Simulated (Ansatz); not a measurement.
**Two runs on Al2H2SF**

System: Al2H2SF, charge −1, SMILES [F][Al]([AlH2])[S-].
Method of the first run: RHF/def2-SVPD (Ansatz 0.2.0).

Text and figures count atoms from 1; the logs count them from 0 in places.

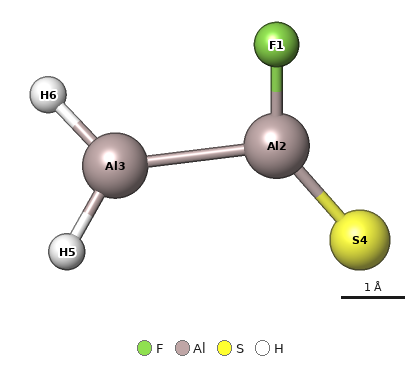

**Figure 1.** The structure (ball-and-stick view, seen on its broad side; atoms are numbered from 1 in the order of the input). Sticks mark near contacts. Bond lengths as drawn: Al–Al 2.61 Å, Al–F 1.70 Å, Al–H 1.61 Å and Al–S 2.08 Å.

### The input, the first run
```yaml
crystal:
  periodic: [false, false, false]
  atoms:
    - { symbol: F, position_ang: [-1.97148, -0.651492, 1.021219] }
    - { symbol: Al, position_ang: [-0.859937, -0.999081, -0.221276] }
    - { symbol: Al, position_ang: [0.782113, 0.976875, 0.264398] }
    - { symbol: S, position_ang: [-0.558658, -2.378136, -1.755733] }
    - { symbol: H, position_ang: [1.692954, 1.731341, -0.833319] }
    - { symbol: H, position_ang: [1.10386, 1.591851, 1.721232] }
total_charge: -1
basis:
  gaussian: { orbitals: def2-SVPD }
hamiltonian:
  xc: hf
output:
  forces: true
```

Command:
```bash
ansatz run input.yaml --threads 1 --pin off --max-ram 2560MiB --backend cpu --events-out ev --progress --plain --runs-dir out
```

Hardware: 1 thread of Arm Neoverse V1, 24 GiB of memory available, shared host.

### Output (the first run)
```
Engine: ansatz 0.2.0, aarch64-unknown-linux-gnu
Functional definition: HF
  exchange = exact_x
  correlation = 0
1048 factors; integrals over basis functions are off by at most 1.0e-3 eV
mean field evaluation 1: about -26713.5509 eV, gradient 2.1e1 eV
mean field evaluation 2: about -26713.5757 eV, gradient 2.1e1 eV
mean field evaluation 4: about -26715.6416 eV, gradient 2.2e0 eV
mean field evaluation 8: about -26715.6779 eV, gradient 1.3e-1 eV
mean field evaluation 16: about -26709.5361 eV, gradient 7.5e0 eV
mean field -26715.67810091 eV, -981.7830616713 hartree, gradient 1.5e-5 eV, S^2 0.000000; 0 other end points of the search recorded, 0 dependent functions left out
the calculation of the forces begins
reference -26715.67810091 eV, -981.7830616713 hartree; 27, 27 occupied and 87, 87 virtual orbitals, 1048 factors
Total energy: -26715.67810091 eV, -981.7830616713 hartree
Atom 0 at    -1.971480    -0.651492     1.021219 Å, force    -0.420630    -0.505236    -0.129682 eV/Å
Atom 1 at    -0.859937    -0.999081    -0.221276 Å, force     0.554956     0.531284    -0.030449 eV/Å
Atom 2 at     0.782113     0.976875     0.264398 Å, force     0.219698    -0.042382    -0.129467 eV/Å
Atom 3 at    -0.558658    -2.378136    -1.755733 Å, force    -0.353202    -0.117548     0.223618 eV/Å
Atom 4 at     1.692954     1.731341    -0.833319 Å, force    -0.005319     0.089319     0.016178 eV/Å
Atom 5 at     1.103860     1.591851     1.721232 Å, force     0.004496     0.044563     0.049803 eV/Å
Dipole moment:    -0.048908     0.582060     0.554491 e Å
```

For the second run the input was changed thus:
```diff
-    - { symbol: F, position_ang: [-1.97148, -0.651492, 1.021219] }
+    - { symbol: F, position_ang: [-2.149186, -0.949417, 0.890258] }
-    - { symbol: H, position_ang: [1.692954, 1.731341, -0.833319] }
-    - { symbol: H, position_ang: [1.10386, 1.591851, 1.721232] }
+    - { symbol: H, position_ang: [0.692372, 2.45218, -0.383101] }
+    - { symbol: H, position_ang: [2.09186, 0.897995, 1.203771] }
```

How does the second run compare with the first run?

On the same kind of shared host the second run took about 350 times as long.

### Output (the second run)
```
Engine: ansatz 0.2.0, aarch64-unknown-linux-gnu
Functional definition: HF
  exchange = exact_x
  correlation = 0
1048 factors; integrals over basis functions are off by at most 1.0e-3 eV
mean field evaluation 1: about -26713.6825 eV, gradient 2.1e1 eV
mean field evaluation 2: about -26713.7064 eV, gradient 2.1e1 eV
mean field evaluation 4: about -26715.8068 eV, gradient 2.2e0 eV
mean field evaluation 8: about -26715.8423 eV, gradient 1.3e-1 eV
mean field -26715.84247794 eV, -981.7891024160 hartree, gradient 1.6e-5 eV, S^2 0.000000; 0 other end points of the search recorded, 0 dependent functions left out
the calculation of the forces begins
reference -26715.84247794 eV, -981.7891024160 hartree; 27, 27 occupied and 87, 87 virtual orbitals, 1048 factors
Total energy: -26715.84247794 eV, -981.7891024160 hartree
Atom 0 at    -2.149186    -0.949417     0.890258 Å, force     0.003568     0.001350    -0.001883 eV/Å
Atom 1 at    -0.859937    -0.999081    -0.221276 Å, force    -0.002238    -0.002688     0.004616 eV/Å
Atom 2 at     0.782113     0.976875     0.264398 Å, force     0.000333    -0.001284     0.001520 eV/Å
Atom 3 at    -0.558658    -2.378136    -1.755733 Å, force    -0.000162     0.000905    -0.002303 eV/Å
Atom 4 at     0.692372     2.452180    -0.383101 Å, force     0.000743     0.001521    -0.001844 eV/Å
Atom 5 at     2.091860     0.897995     1.203771 Å, force    -0.002245     0.000196    -0.000105 eV/Å
Dipole moment:     0.062290     0.724354     0.624477 e Å
```

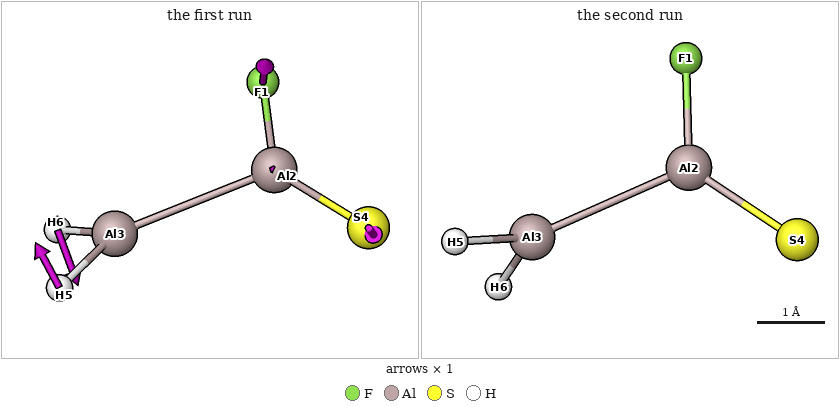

**Figure 2.** The two input geometries at one scale (ball-and-stick view, seen at a tilt). The pink arrows on the first give the shifts of the atoms after the best rigid fit, at true length. H6 moves most after the best rigid fit: 0.92 Å. By element the largest moves are H 0.92 Å, F 0.73 Å, S 0.60 Å, Al 0.09 Å.

### The two runs side by side

| quantity | the first run | the second run |
| --- | --- | --- |
| outcome | converged | converged |
| total energy (hartree) | −981.783062 | – |
| largest force (eV/Å) | 0.769 | – |
| basis functions | 114 | – |
| wall time (shared host) | 2.3 s | 13 min |
